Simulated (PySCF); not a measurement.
B2SiH2Cl2F2: NMR shielding calculation

B2SiH2Cl2F2, computed with GIAO PBE0/pcSseg-1 NMR shielding, non-relativistic, gas phase (PySCF 2.14.0).

The geometry comes from this level: PBE0-D3(BJ)/def2-SVP. It belongs to a series of runs on one base structure; here: H on Si replaced by BCl2. Figures and captions count atoms from 1; the log counts them from 0 in places.

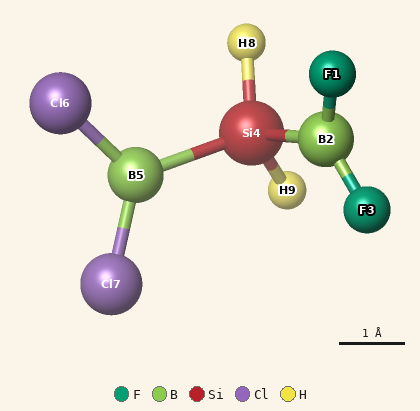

*The input geometry (ball-and-stick view, seen at a tilt; atoms are numbered from 1 in the order of the input).*

Summary:

```csv
quantity,value
outcome,converged
total energy,−1459.917265 hartree
HOMO,−8.55 eV
LUMO,−2.53 eV
dipole moment,1.08 D
"isotropic shielding, F",184.9 to 185.0 ppm
"isotropic shielding, B",22.7 to 69.7 ppm
"isotropic shielding, Si",453.8 ppm
"isotropic shielding, Cl",536.4 to 538.3 ppm
"isotropic shielding, H",27.6 ppm
hardware,"1 CPU thread, shared host"
wall time,17 s
peak memory,0.9 GiB
```

The input:
```
{"job": {"kind": "nmr", "xc": "PBE0", "basis": "pcSseg-1"}, "charge": 0, "multiplicity": 1}
F     -2.121922     1.013794    -0.839904
B     -1.450355    -0.039539    -0.417992
F     -1.771636    -1.200684    -0.955582
Si     0.066387     0.125223     0.928635
B      1.715513     0.399456    -0.208869
Cl     2.211244     2.008496    -0.677139
Cl     2.605757    -0.969284    -0.832339
H     -0.167300     1.299123     1.822729
H      0.176687    -1.131111     1.729720
```

The first line tells a small driver script what to run in PySCF; the rest is the geometry in Å.

Launch command:
```bash
OMP_NUM_THREADS=1 python <driver script> task.json out
```

The program's output:
```
coarse grid: 10456 points
cycle   1  E = -1459.8003932333  dE =  6.678e-01  |g| = 6.314e-01  |ddm| = 2.783e+00
cycle   2  E = -1459.7182174211  dE =  8.218e-02  |g| = 9.674e-01  |ddm| = 9.200e-01
cycle   3  E = -1459.8721476634  dE = -1.539e-01  |g| = 2.549e-02  |ddm| = 5.649e-01
cycle   4  E = -1459.8722579600  dE = -1.103e-04  |g| = 1.517e-02  |ddm| = 4.504e-02
cycle   5  E = -1459.8723180460  dE = -6.009e-05  |g| = 4.909e-03  |ddm| = 2.008e-02
cycle   6  E = -1459.8723241649  dE = -6.119e-06  |g| = 1.743e-03  |ddm| = 5.551e-03
final grid: 91792 points
cycle   7  E = -1459.9172600530  dE = -5.190e-05  |g| = 5.149e-03  |ddm| = 1.520e-02
cycle   8  E = -1459.9172562982  dE =  3.755e-06  |g| = 6.160e-03  |ddm| = 8.800e-03
cycle   9  E = -1459.9172651868  dE = -8.889e-06  |g| = 7.969e-04  |ddm| = 5.383e-03
cycle  10  E = -1459.9172653118  dE = -1.250e-07  |g| = 1.441e-04  |ddm| = 7.998e-04
cycle  11  E = -1459.9172653163  dE = -4.419e-09  |g| = 4.990e-05  |ddm| = 1.935e-04
cycle  12  E = -1459.9172653167  dE = -4.734e-10  |g| = 1.923e-05  |ddm| = 4.738e-05
```

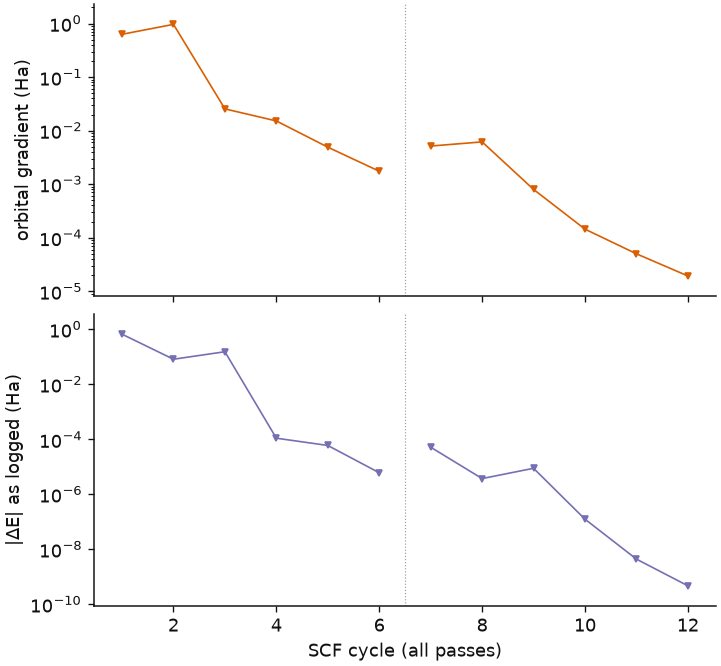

*Convergence of the self-consistent field: orbital gradient and size of the energy change against the SCF cycle. The dotted line marks the change from a coarse to the final integration grid.*

The first 6 cycles use a coarse grid, the final grid takes over at cycle 7, and the field converges after 12 cycles in all.

```
converged SCF energy = -1459.9172653167

GIAO shielding tensors (ppm)
atom      isotropic    diamagn.    paramagn.     s11        s22        s33       span
  0 F      185.018     468.000    -282.982    -40.805    262.782    333.076    373.882
  1 B       69.659     196.033    -126.374     44.564     81.103     83.309     38.745
  2 F      184.920     468.471    -283.551    -41.106    262.665    333.199    374.305
  3 Si     453.770     879.885    -426.116    422.241    465.122    473.946     51.705
  4 B       22.681     195.235    -172.555    -44.769     21.873     90.938    135.706
  5 Cl     536.387    1147.504    -611.117    130.029    606.991    872.142    742.113
  6 Cl     538.349    1147.734    -609.385    132.799    607.906    874.342    741.544
  7 H       27.653      27.966      -0.314     24.471     25.836     32.650      8.179
  8 H       27.637      27.983      -0.346     24.472     25.833     32.608      8.136
```

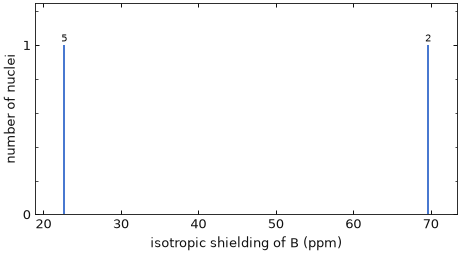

*Isotropic shieldings of the boron nuclei in this fixed geometry, labelled by atom number; shielding grows to the right, so chemical shift grows to the left.*

The least shielded is B5 (22.7 ppm), the most shielded B2 (69.7 ppm).

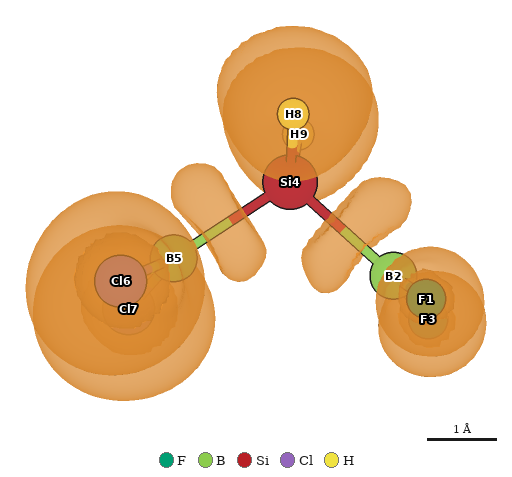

*Isosurface of the ELF at 0.75 (orange), seen at a tilt. Core shells and regions of very low density are left out.*

Along the contacts the grid gives the following.

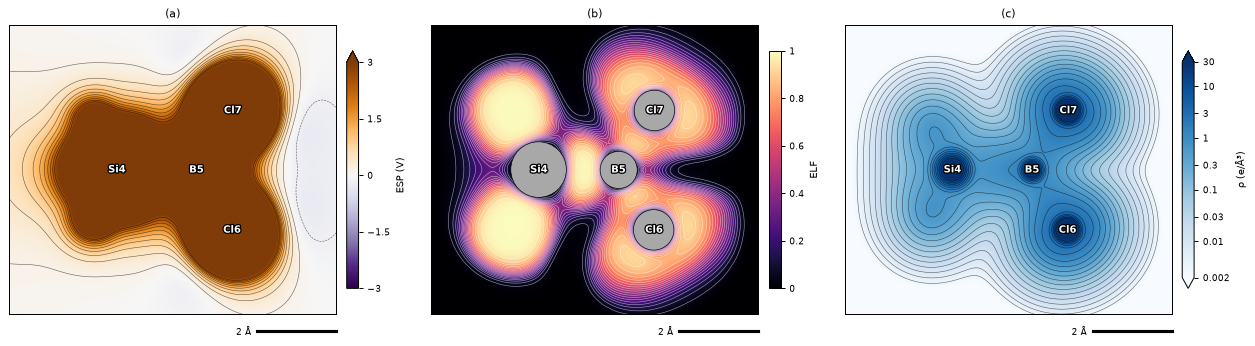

*(a) electrostatic potential; (b) electron localisation function; (c) electron density on the plane of atoms Cl6, B5 and Cl7. Grey discs, where drawn, cover atomic cores.*

The section cuts through Si, B and Cl sites. The potential has no marked negative region in this plane.
